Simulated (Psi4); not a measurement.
# DSD-PBEP86/cc-pVDZ (density fitting for correlation) run of SiCl3F (trichlorofluorosilane)

Aim: the vertical singlet–triplet gap of SiCl3F (trichlorofluorosilane) at DSD-PBEP86/cc-pVDZ (density fitting for correlation), from 2 runs. 

Program for the calculation: Psi4 1.11.

### 1 The structure to begin with

SiCl3F: 5 atoms, total charge 0, spin state singlet. SMILES: `F[Si](Cl)(Cl)Cl`. Geometry: relaxed at PBE0-D4/def2-TZVP.

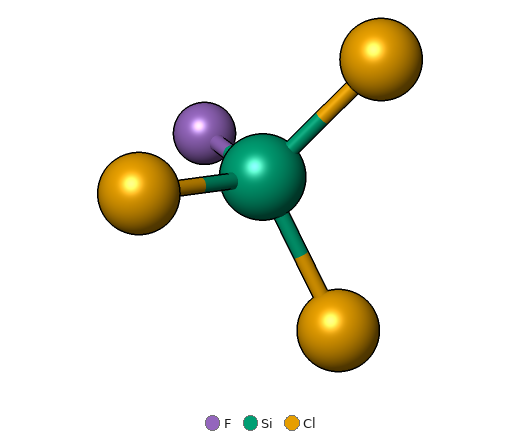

Viewed from a chosen angle; fluorine purple, silicon teal, chlorine amber.

### 2 The energy at DSD-PBEP86/cc-pVDZ (density fitting for correlation)

File run_ase.py:

```python
import numpy as np
from ase.calculators.psi4 import Psi4
from ase import Atoms

atoms = Atoms(['F', 'Si', 'Cl', 'Cl', 'Cl'], positions=[
    [0.865040, -0.916770, 1.050170],
    [0.034630, -0.036690, 0.042040],
    [-1.606480, 0.640470, 0.993830],
    [-0.482630, -1.187850, -1.527970],
    [1.189430, 1.500840, -0.558060],
])
calc = Psi4(atoms=atoms, method='dsd-pbep86', basis='cc-pVDZ', memory='2200MB', num_threads=1, charge=0, multiplicity=1, label='psi4-calc')
calc.psi4.set_options({'puream': True, 'e_convergence': 1e-09, 'd_convergence': 1e-08, 'scf_type': 'pk', 'dft_radial_points': 99, 'dft_spherical_points': 590, 'num_frozen_docc': 21})
atoms.calc = calc

print(f'energy: {atoms.get_potential_energy():.6f} eV')
```

Run with:

```bash
$ python run_ase.py
```

psi4-calc.dat:

```text
[...]
  Running in c1 symmetry.
[...]
  Nuclear repulsion =  451.587218960179257
[...]
  Multiplicity = 1
[...]
  Nalpha       = 37
  Nbeta        = 37
[...]
    Number of basis functions: 86
[...]
   @RKS iter   1: -1768.28407922070392   -3.42571e-02   4.14019e-03 ADIIS/DIIS
[...]
   @RKS iter  10: -1768.33920289297544   -7.95808e-12   5.58594e-09 DIIS
[...]
    Orbital Energies [Eh]
    ---------------------
    Doubly Occupied:
       1A   -103.710837     2A   -103.710835     3A   -103.710835
       4A    -68.032012     5A    -25.774326     6A    -10.214031
       7A    -10.214017     8A    -10.214016     9A     -7.778568
      10A     -7.778567    11A     -7.778566    12A     -7.774367
      13A     -7.774365    14A     -7.774364    15A     -7.774347
      16A     -7.774345    17A     -7.774344    18A     -6.004516
      19A     -4.196336    20A     -4.195282    21A     -4.195282
      22A     -1.504906    23A     -1.080391    24A     -1.039172
      25A     -1.039170    26A     -0.727102    27A     -0.638312
      28A     -0.638311    29A     -0.618908    30A     -0.537662
      31A     -0.537660    32A     -0.484063    33A     -0.474437
      34A     -0.474436    35A     -0.448152    36A     -0.448150
[...]
  @RKS Final Energy: -1768.33920289297544
   => Energetics <=
    Nuclear Repulsion Energy =            451.5872189601792570
    One-Electron Energy =               -3345.9020742943921505
    Two-Electron Energy =                1158.9531286596729842
    DFT Exchange-Correlation Energy =     -32.9774762184354486
    Empirical Dispersion Energy =           0.0000000000000000
    VV10 Nonlocal Energy =                  0.0000000000000000
    Total Energy =                      -1768.3392028929754360
[...]
 Multipole Moments:
 ------------------------------------------------------------------------------------
     Multipole            Electronic (a.u.)      Nuclear  (a.u.)        Total (a.u.)
 ------------------------------------------------------------------------------------
 L = 1.  Multiply by 2.5417464519 to convert [e a0] to [Debye]
 Dipole X            :          0.2089161           -0.3311685           -0.1222525
 Dipole Y            :         -0.2213829            0.3509818            0.1295989
 Dipole Z            :          0.2536057           -0.4020455           -0.1484399
 Magnitude           :                                                    0.2318964
[...]
```

Standard output:

```text
energy: -48128.548408 eV
```

Run time: 21 s. Hardware: 1 thread of Intel Xeon 6975P-C (Granite Rapids), shared host; peak memory 1 GiB.

### 3 The triplet

File calc.dat:

```
memory 2200 mb

molecule geom {
  0 3
  F      0.865040    -0.916770     1.050170
  Si     0.034630    -0.036690     0.042040
  Cl    -1.606480     0.640470     0.993830
  Cl    -0.482630    -1.187850    -1.527970
  Cl     1.189430     1.500840    -0.558060
  symmetry c1
}

set reference uks
set puream true
set e_convergence 1e-09
set d_convergence 1e-08
set scf_type pk
set dft_radial_points 99
set dft_spherical_points 590
set num_frozen_docc 21
set maxiter 100

E = energy("dsd-pbep86/cc-pVDZ")
```

Run with:

```bash
$ psi4 calc.dat calc.out -n 1
```

calc.out:

```text
[...]
  Running in c1 symmetry.
[...]
  Nuclear repulsion =  451.587218960179257
[...]
  Multiplicity = 3
[...]
  Nalpha       = 38
  Nbeta        = 36
[...]
    Number of basis functions: 86
[...]
   @UKS iter   1: -1767.96730410462078    2.82518e-01   3.93245e-03 ADIIS/DIIS
[...]
   @UKS iter  17: -1768.02214912273803    1.35287e-10   7.53709e-09 DIIS
[...]
   @S^2 Observed:                2.021489339E+00
[...]
    Orbital Energies [Eh]
    ---------------------
    Alpha Occupied:
       1A   -103.724793     2A   -103.724783     3A   -103.724781
       4A    -67.940704     5A    -25.759463     6A    -10.228492
       7A    -10.228471     8A    -10.228465     9A     -7.796198
      10A     -7.796189    11A     -7.796185    12A     -7.791413
      13A     -7.791404    14A     -7.791402    15A     -7.785958
      16A     -7.785948    17A     -7.785946    18A     -5.931789
      19A     -4.116296    20A     -4.116197    21A     -4.116197
      22A     -1.492578    23A     -1.099935    24A     -1.065638
      25A     -1.065632    26A     -0.726663    27A     -0.628576
      28A     -0.628576    29A     -0.628219    30A     -0.549943
      31A     -0.549941    32A     -0.505311    33A     -0.505306
      34A     -0.492723    35A     -0.477345    36A     -0.463839
[...]
  @UKS Final Energy: -1768.02214912273803
   => Energetics <=
    Nuclear Repulsion Energy =            451.5872189601792570
    One-Electron Energy =               -3346.2730531593006162
    Two-Electron Energy =                1159.6455445743390555
    DFT Exchange-Correlation Energy =     -32.9818594979555115
    Empirical Dispersion Energy =           0.0000000000000000
    VV10 Nonlocal Energy =                  0.0000000000000000
    Total Energy =                      -1768.0221491227380284
[...]
 Multipole Moments:
 ------------------------------------------------------------------------------------
     Multipole            Electronic (a.u.)      Nuclear  (a.u.)        Total (a.u.)
 ------------------------------------------------------------------------------------
 L = 1.  Multiply by 2.5417464519 to convert [e a0] to [Debye]
 Dipole X            :          0.2259158           -0.3311685           -0.1052527
 Dipole Y            :         -0.2395499            0.3509818            0.1114319
 Dipole Z            :          0.2742409           -0.4020455           -0.1278046
 Magnitude           :                                                    0.1995726
[...]
```

Wall time 27 s (1 thread of Intel Xeon 6975P-C (Granite Rapids), shared host); peak memory 0.99 GiB.

### 4 What came out

Level: DSD-PBEP86/cc-pVDZ (density fitting for correlation), 21 core orbitals frozen.

| quantity | value |
| --- | --- |
| singlet: total energy | -1768.69155 Eh |
| singlet: HOMO energy (SCF part's orbitals) | -11.84 eV |
| singlet: LUMO energy (SCF part's orbitals) | 2.22 eV |
| singlet: HOMO–LUMO gap (SCF part's orbitals) | 14.06 eV |
| triplet: total energy | -1768.39003 Eh |
| triplet: HOMO energy (SCF part's orbitals) (highest over α and β) | -3.39 eV |
| triplet: ⟨S²⟩ | 2.021 |
| vertical energy of the triplet above the singlet | 8.205 eV |

**Reading.** At this shape the triplet lies 8.20 eV (792 kJ/mol) above the singlet.
